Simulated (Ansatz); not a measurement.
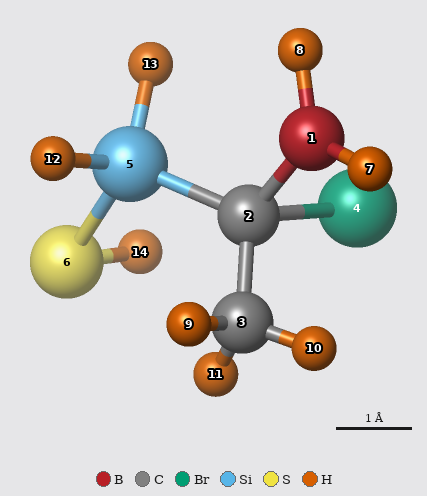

**Figure 1.** The structure as given in the input (ball-and-stick view, seen at a tilt; atoms are numbered from 1 in the order of the input).

## Nudged elastic band, with input and output: C2H8BBrSSi (part 1 of 2)

The run: nudged elastic band of C2H8BBrSSi, SMILES BC(C)(Br)[SiH2]S. Method and program: RHF/def2-SVP (Ansatz 0.2.0).

It belongs to a series of runs on one base structure; here: band between the two ends. Figures and captions count atoms from 1; the log counts them from 0 in places.

### The input
```yaml
crystal:
  periodic: [false, false, false]
  atoms:
    - { symbol: B, position_ang: [-0.423956, -1.581486, -1.040286] }
    - { symbol: C, position_ang: [-0.089772, -0.427252, -0.010819] }
    - { symbol: C, position_ang: [0.879746, -0.749487, 1.11618] }
    - { symbol: Br, position_ang: [-2.002319, -0.600007, 0.688784] }
    - { symbol: Si, position_ang: [0.055779, 1.321333, -0.752544] }
    - { symbol: S, position_ang: [0.060082, 2.877888, 0.734474] }
    - { symbol: H, position_ang: [-0.173686, -2.71651, -0.749245] }
    - { symbol: H, position_ang: [-0.899951, -1.320269, -2.108038] }
    - { symbol: H, position_ang: [1.894539, -0.745792, 0.707093] }
    - { symbol: H, position_ang: [0.691641, -1.737708, 1.534365] }
    - { symbol: H, position_ang: [0.841273, -0.012801, 1.917585] }
    - { symbol: H, position_ang: [1.384297, 1.418753, -1.397684] }
    - { symbol: H, position_ang: [-1.022262, 1.523109, -1.735628] }
    - { symbol: H, position_ang: [-1.208412, 2.72113, 1.124563] }
basis:
  gaussian: { orbitals: def2-SVP }
hamiltonian:
  xc: hf
neb:
  order_check: false
  images: 6
  f_tol: 0.03
  max_iterations: 60
  climbing: false
  final_atoms:
    - { symbol: B, position_ang: [-0.41922725, -1.58206041, -1.04203518] }
    - { symbol: C, position_ang: [-0.09386727, -0.42764278, -0.0092916] }
    - { symbol: C, position_ang: [0.87565693, -0.74826761, 1.11846625] }
    - { symbol: Br, position_ang: [-2.00452412, -0.60405077, 0.68813529] }
    - { symbol: Si, position_ang: [0.05047233, 1.31976454, -0.75321142] }
    - { symbol: S, position_ang: [0.07091823, 2.87981554, 0.73002781] }
    - { symbol: H, position_ang: [-0.89138897, -1.32080085, -2.11183068] }
    - { symbol: H, position_ang: [-0.16736599, -2.71728563, -0.75311923] }
    - { symbol: H, position_ang: [1.89160047, -0.73617564, 0.7115445] }
    - { symbol: H, position_ang: [0.69307795, -1.74006084, 1.53106061] }
    - { symbol: H, position_ang: [0.83030894, -0.01637408, 1.92390184] }
    - { symbol: H, position_ang: [1.37671597, 1.41171063, -1.40358082] }
    - { symbol: H, position_ang: [-1.03022003, 1.52270967, -1.73317578] }
    - { symbol: H, position_ang: [-1.19515819, 2.72961923, 1.13190842] }
  initial_path:
    images:
      - { positions_ang: [[-0.423956, -1.581486, -1.040286], [-0.089772, -0.427252, -0.010819], [0.879746, -0.749487, 1.11618], [-2.002319, -0.600007, 0.688784], [0.055779, 1.321333, -0.752544], [0.060082, 2.877888, 0.734474], [-0.173686, -2.71651, -0.749245], [-0.899951, -1.320269, -2.108038], [1.894539, -0.745792, 0.707093], [0.691641, -1.737708, 1.534365], [0.841273, -0.012801, 1.917585], [1.384297, 1.418753, -1.397684], [-1.022262, 1.523109, -1.735628], [-1.208412, 2.72113, 1.124563]] }
      - { positions_ang: [[-0.39314986, -1.58340354, -1.04574288], [-0.14871935, -0.42953867, 0.01292708], [0.85776443, -0.7464883, 1.09692942], [-1.9774196, -0.54180045, 0.77891842], [0.03553495, 1.29562729, -0.75456727], [0.07876413, 2.85921007, 0.73320413], [-0.25405982, -2.70776745, -0.76995371], [-0.68093197, -1.28804565, -2.13191286], [1.87556405, -0.7411386, 0.67342917], [0.68837497, -1.73556415, 1.5416784], [0.84503808, -0.00201818, 1.90912936], [1.34702467, 1.35796606, -1.42663243], [-1.06836817, 1.53299536, -1.71563785], [-1.21841749, 2.70086721, 1.12703103]] }
      - { positions_ang: [[-0.36234373, -1.58532107, -1.05119976], [-0.2076667, -0.43182534, 0.03667316], [0.83578285, -0.74348961, 1.07767885], [-1.9525202, -0.4835939, 0.86905283], [0.0152909, 1.26992159, -0.75659054], [0.09744625, 2.84053214, 0.73193425], [-0.33443364, -2.6990249, -0.79066241], [-0.46191295, -1.2558223, -2.15578773], [1.8565891, -0.73648521, 0.63976534], [0.68510894, -1.7334203, 1.54899179], [0.84880316, 0.00876464, 1.90067371], [1.30975233, 1.29717912, -1.45558086], [-1.11447435, 1.54288172, -1.69564769], [-1.22842297, 2.68060442, 1.12949906]] }
      - { positions_ang: [[-0.33153759, -1.58723861, -1.05665664], [-0.26661406, -0.434112, 0.06041925], [0.81380128, -0.74049091, 1.05842827], [-1.9276208, -0.42538735, 0.95918725], [-0.00495316, 1.24421588, -0.75861381], [0.11612838, 2.82185421, 0.73066438], [-0.41480747, -2.69028235, -0.81137112], [-0.24289392, -1.22359895, -2.17966259], [1.83761416, -0.73183181, 0.6061015], [0.6818429, -1.73127645, 1.55630519], [0.85256825, 0.01954745, 1.89221807], [1.27248, 1.23639218, -1.48452928], [-1.16058052, 1.55276808, -1.67565754], [-1.23842846, 2.66034164, 1.13196708]] }
      - { positions_ang: [[-0.33086205, -1.58732067, -1.05690653], [-0.2671991, -0.43416783, 0.06063745], [0.81321713, -0.74031672, 1.05875488], [-1.92793581, -0.42596504, 0.95909457], [-0.00571125, 1.24399182, -0.75870916], [0.11767641, 2.82212958, 0.73002921], [-0.51733646, -2.49089533, -1.00602621], [-0.13823892, -1.42317275, -1.98610277], [1.83719437, -0.73045804, 0.60673743], [0.68204818, -1.73161257, 1.55583313], [0.85100195, 0.01903702, 1.89312048], [1.27139699, 1.23538612, -1.48537169], [-1.16171738, 1.55271104, -1.67530722], [-1.23653505, 2.66155438, 1.13301643]] }
      - { positions_ang: [[-0.36031712, -1.58556725, -1.05194941], [-0.20942182, -0.43199281, 0.03732776], [0.83403039, -0.74296701, 1.07865867], [-1.95346525, -0.48532695, 0.86877481], [0.01301661, 1.26924939, -0.75687658], [0.10209035, 2.84135823, 0.73002874], [-0.64202063, -2.10086384, -1.3746277], [-0.14794795, -1.85454371, -1.57510826], [1.85532973, -0.73236391, 0.64167312], [0.68572477, -1.73442866, 1.54757562], [0.84410428, 0.00723332, 1.90338093], [1.30650332, 1.29416096, -1.45810806], [-1.11788493, 1.54271058, -1.69459674], [-1.22274277, 2.68424267, 1.13264709]] }
      - { positions_ang: [[-0.38977218, -1.58381383, -1.04699229], [-0.15164455, -0.4298178, 0.01401808], [0.85484366, -0.74561731, 1.09856246], [-1.97899468, -0.54468886, 0.77845505], [0.03174447, 1.29450697, -0.755044], [0.08650429, 2.86058689, 0.73002827], [-0.7667048, -1.71083235, -1.74322919], [-0.15765697, -2.28591467, -1.16411374], [1.8734651, -0.73426977, 0.67660881], [0.68940136, -1.73724475, 1.53931812], [0.83720661, -0.00457038, 1.91364139], [1.34160965, 1.3529358, -1.43084444], [-1.07405248, 1.53271012, -1.71388626], [-1.20895048, 2.70693095, 1.13227776]] }
      - { positions_ang: [[-0.41922725, -1.58206041, -1.04203518], [-0.09386727, -0.42764278, -0.0092916], [0.87565693, -0.74826761, 1.11846625], [-2.00452412, -0.60405077, 0.68813529], [0.05047233, 1.31976454, -0.75321142], [0.07091823, 2.87981554, 0.73002781], [-0.89138897, -1.32080085, -2.11183068], [-0.16736599, -2.71728563, -0.75311923], [1.89160047, -0.73617564, 0.7115445], [0.69307795, -1.74006084, 1.53106061], [0.83030894, -0.01637408, 1.92390184], [1.37671597, 1.41171063, -1.40358082], [-1.03022003, 1.52270967, -1.73317578], [-1.19515819, 2.72961923, 1.13190842]] }
```

Hardware: 2 threads of Intel Xeon (Granite Rapids), 16 GiB of memory available, shared host.

Run as:
```bash
ansatz run input.yaml --threads 2 --pin off --max-ram 3072MiB --backend cpu --events-out ev --progress --plain --runs-dir out
```

### Output
```
Engine: ansatz 0.2.0, x86_64-unknown-linux-gnu
Functional definition: HF
  exchange = exact_x
  correlation = 0
1611 factors; integrals over basis functions are off by at most 3.6e-4 eV
mean field evaluation 1: about -91519.1777 eV, gradient 2.6e1 eV
mean field evaluation 2: about -91519.2808 eV, gradient 2.6e1 eV
mean field evaluation 4: about -91521.8458 eV, gradient 3.2e0 eV
mean field evaluation 8: about -91521.8847 eV, gradient 2.3e-1 eV
mean field -91521.88497432 eV, -3363.3672370444 hartree, gradient 1.8e-5 eV, S^2 0.000000; 0 other end points of the search recorded, 0 dependent functions left out
the calculation of the forces begins
reference -91521.88497432 eV, -3363.3672370444 hartree; 45, 45 occupied and 105, 105 virtual orbitals, 1611 factors
1611 factors; integrals over basis functions are off by at most 3.4e-4 eV
mean field evaluation 16: about -91521.8448 eV, gradient 3.2e0 eV
mean field -91521.88485994 eV, -3363.3672328411 hartree, gradient 1.8e-5 eV, S^2 0.000000; 0 other end points of the search recorded, 0 dependent functions left out
[... from here on the field's lines of each further geometry are left out, up to the last ...]
NEB iter   1: max|band force component| = 8.970e1 eV/Å  barrier→ = 28.5663 eV  barrier← = 28.5661 eV  Δτ_max = 0.1990 Å  (294 SCF iters)
NEB iter   2: max|band force component| = 3.508e1 eV/Å  barrier→ = 12.9860 eV  barrier← = 12.9859 eV  Δτ_max = 0.1958 Å  (206 SCF iters)
NEB iter   3: max|band force component| = 1.567e1 eV/Å  barrier→ = 7.4390 eV  barrier← = 7.4389 eV  Δτ_max = 0.1946 Å  (209 SCF iters)
NEB iter   4: max|band force component| = 9.139e0 eV/Å  barrier→ = 3.8838 eV  barrier← = 3.8837 eV  Δτ_max = 0.2000 Å  (201 SCF iters)
NEB iter   5: max|band force component| = 5.189e0 eV/Å  barrier→ = 1.8831 eV  barrier← = 1.8830 eV  Δτ_max = 0.1964 Å  (202 SCF iters)
NEB iter   6: max|band force component| = 2.303e0 eV/Å  barrier→ = 0.6731 eV  barrier← = 0.6730 eV  Δτ_max = 0.1966 Å  (204 SCF iters)
NEB iter   7: max|band force component| = 1.329e0 eV/Å  barrier→ = 0.2331 eV  barrier← = 0.2330 eV  Δτ_max = 0.1151 Å  (202 SCF iters)
NEB iter   8: max|band force component| = 1.024e0 eV/Å  barrier→ = 0.1761 eV  barrier← = 0.1759 eV  Δτ_max = 0.1984 Å  (198 SCF iters)
NEB iter   9: max|band force component| = 7.114e-1 eV/Å  barrier→ = 0.1651 eV  barrier← = 0.1650 eV  Δτ_max = 0.0938 Å  (199 SCF iters)
NEB iter  10: max|band force component| = 6.186e-1 eV/Å  barrier→ = 0.1651 eV  barrier← = 0.1650 eV  Δτ_max = 0.1190 Å  (194 SCF iters)
NEB iter  11: max|band force component| = 4.290e-1 eV/Å  barrier→ = 0.1631 eV  barrier← = 0.1630 eV  Δτ_max = 0.0311 Å  (193 SCF iters)
NEB iter  12: max|band force component| = 6.021e-2 eV/Å  barrier→ = 0.1630 eV  barrier← = 0.1629 eV  Δτ_max = 0.0114 Å  (173 SCF iters)
the calculation of the forces begins
reference -91521.81778862 eV, -3363.3647680154 hartree; 45, 45 occupied and 105, 105 virtual orbitals, 1611 factors
1611 factors; integrals over basis functions are off by at most 2.9e-4 eV
mean field -91521.72207846 eV, -3363.3612507320 hartree, gradient 9.6e-6 eV, S^2 0.000000; 1 other end points of the search recorded, 0 dependent functions left out
the calculation of the forces begins
reference -91521.72207846 eV, -3363.3612507320 hartree; 45, 45 occupied and 105, 105 virtual orbitals, 1611 factors
NEB iter  13: max|band force component| = 2.948e-2 eV/Å  barrier→ = 0.1629 eV  barrier← = 0.1628 eV  Δτ_max = 0.0000 Å  (389 SCF iters)
```

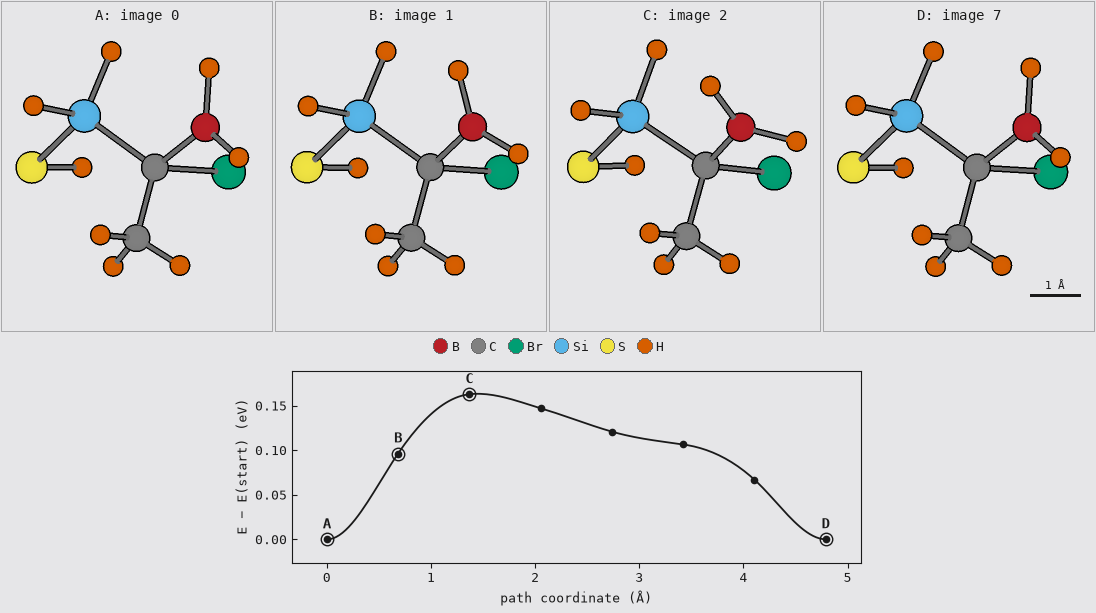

**Figure 2.** Images of the last band (counted from 0; ball-and-stick, seen at a tilt) above the energy along the path; the line is a cubic interpolation that uses the forces. The highest image is number 2, 0.163 eV above the start and 0.163 eV above the end; start and end have the same energy. The path is 4.79 Å long. The band converged in 13 iterations.
